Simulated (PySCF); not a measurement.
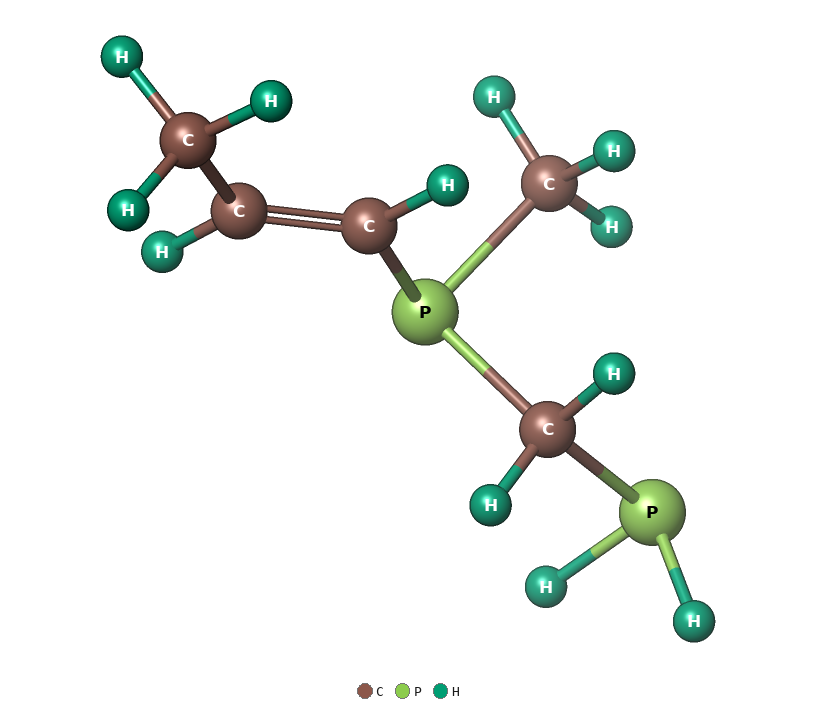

Rendered structure (ball-and-stick style). Multiple sticks mark multiple bonds (one Kekulé form).

The geometry was computed by an optimisation with GFN2-xTB. No frequency run is at hand to confirm it as a minimum.

Description:

The molecule is C5H12P2. Its SMILES string is `C/C=C/P(C)CP`. It has no ring. Among its groups: alkene. This geometry has C1 symmetry. Coordination: 3 C tetrahedral; 2 C trigonal planar; 2 P trigonal pyramidal.

The parts below concern this one geometry. Atoms keep their numbers from picture to picture.

**Geometry**

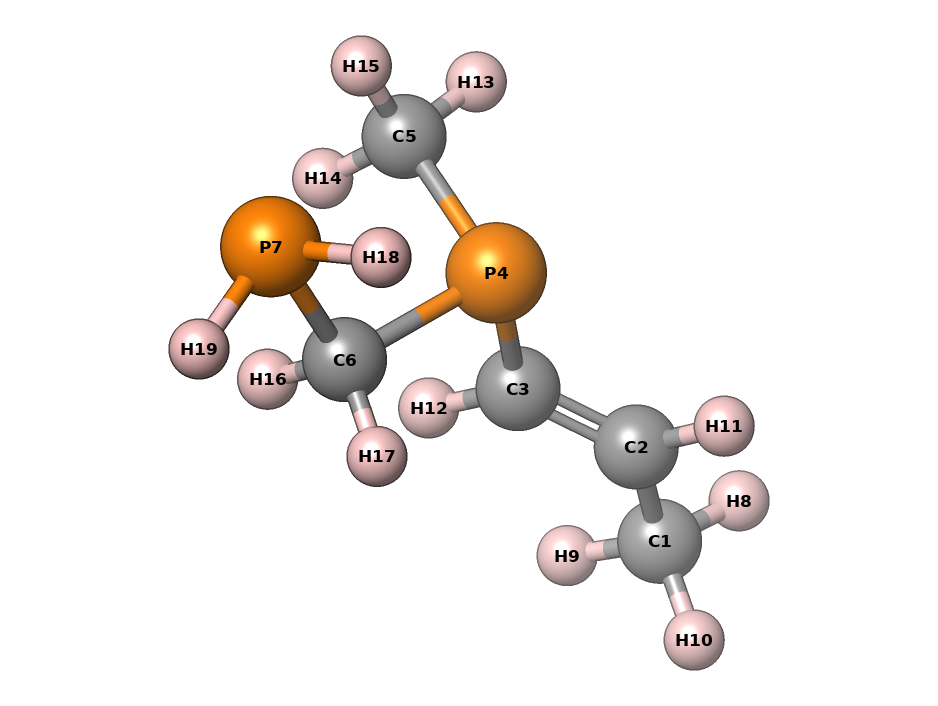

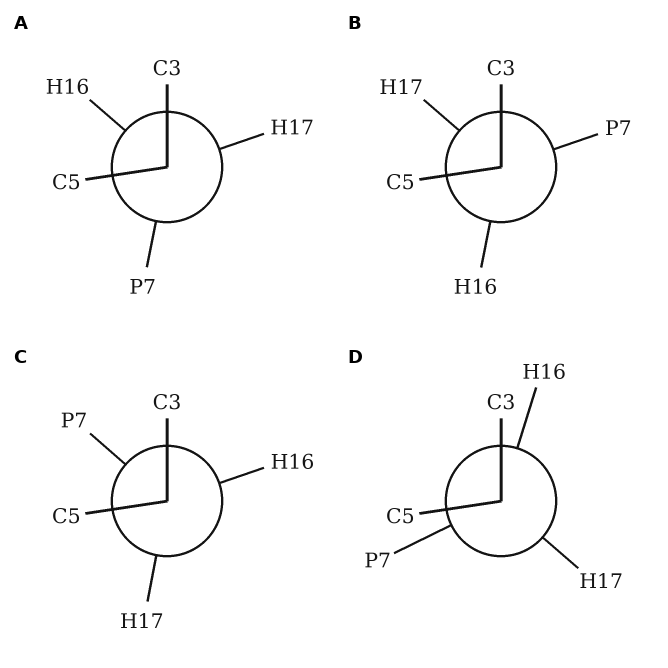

Depth is shown by fading: the farther an atom, the more it takes the colour of the background. Bonds that would overlap in a projection are set slightly apart. No frequency run is at hand to confirm it as a minimum.

Question: Which Newman projection shows the view along P4–C6, with P4 in front?

Answer: A. The torsion angle C5–P4–C6–P7 is −70°, synclinal (gauche).

**Dipole moment**

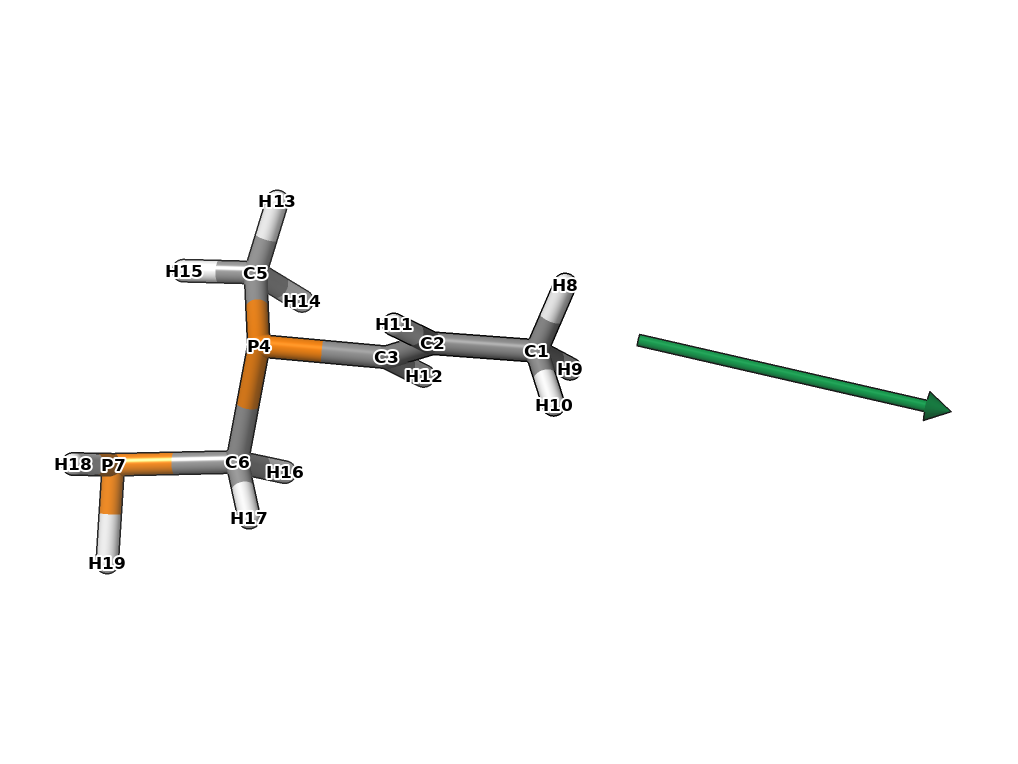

The arrow beside the molecule shows the direction of the dipole moment, from the negative to the positive end (its length means nothing). No frequency run is at hand to confirm it as a minimum. Method: B3LYP/def2-SVPD, gas phase (PySCF 2.14.0).

Question: Estimate the dipole moment.

Answer: 1.98 D; it points from the side of H18 to the side of H9, H10 (the outermost atoms at the two ends).

**Polarisability**

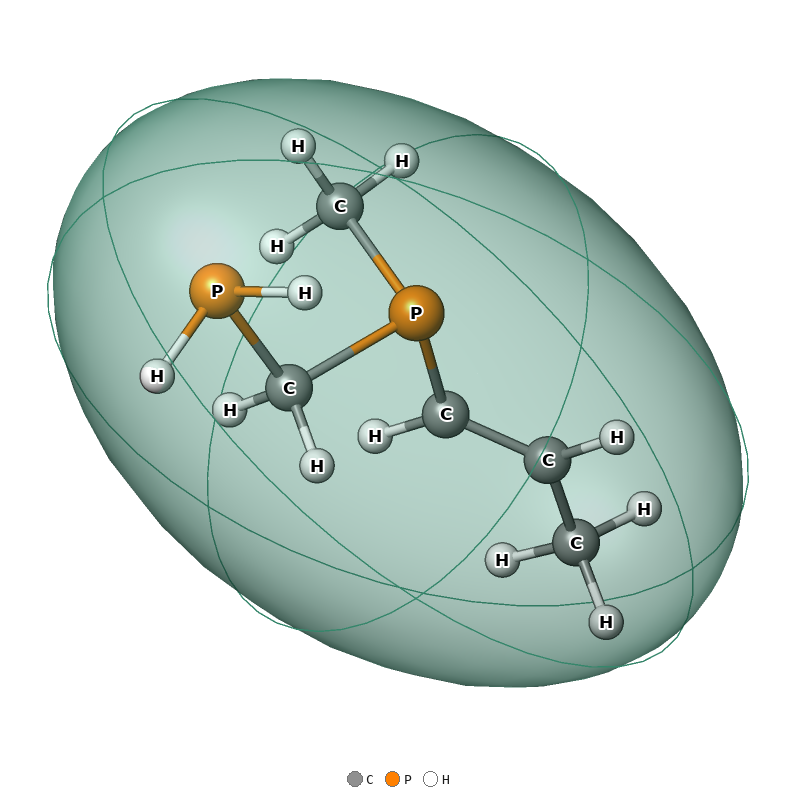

The ellipsoid shows the static dipole polarisability: its half-axes are proportional to the principal values. No frequency run is at hand to confirm it as a minimum. Method: B3LYP/def2-SVPD (PySCF 2.14.0).

Question: How large and how anisotropic is the polarisability?

Answer: Principal values 95.7, 102.8, 158.0 bohr³; mean 118.8 bohr³ (17.61 Å³); anisotropy 59.0 bohr³, so the longest axis is 1.65 times the shortest.

**Excitation**

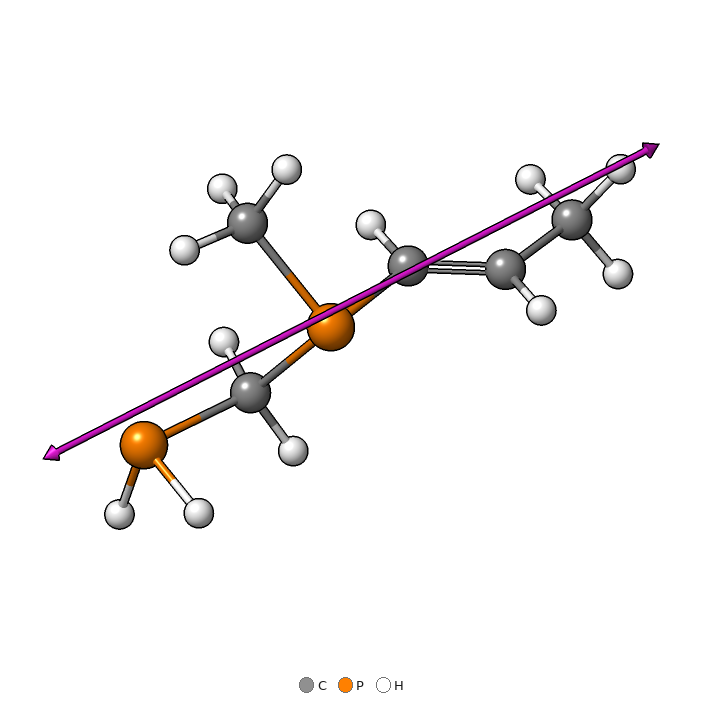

The double arrow shows the direction of the transition dipole to excited singlet state 7 (its length means nothing). No frequency run is at hand to confirm it as a minimum. Method: TDDFT B3LYP/def2-SVPD, vertical, gas phase, core orbitals frozen in the response (PySCF 2.14.0).

Question: Give its energy, strength and character.

Answer: 6.66 eV (186 nm), oscillator strength 0.17, mainly HOMO−2 → LUMO+1 (weight 0.53); transition dipole 2.56 D.

The geometry is semi-empirical. Around P such bond lengths and angles can be off by a tenth of an ångström or more and by several degrees, and values that hang on the shape move with them.
